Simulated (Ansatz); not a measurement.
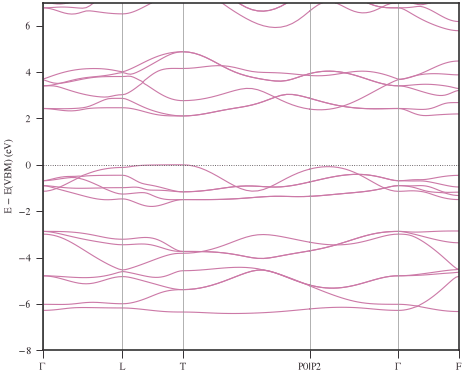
Band structure from PBEsol in the plane-wave PAW code Ansatz

The gap is 1.98 eV; an edge lies off the plotted path or next to a special point (maximum on the L–T line, 95 % of the way from L, minimum off the standard path).

The material is S in space group R-3 (No. 148; S on 18f).

The workflow started from an entry of the Crystallography Open Database (COD), which files this formula under 8 space groups. It is not the phase usual at ambient conditions (space group No. 70). Symmetry was held in the PBEsol relaxation; whether a distortion lowers the energy is not shown. A crystal of weakly bound molecules computed without a dispersion correction: the cell and the soft elastic constants depend strongly on that.

Potentials: the later of the program's two PAW sets.
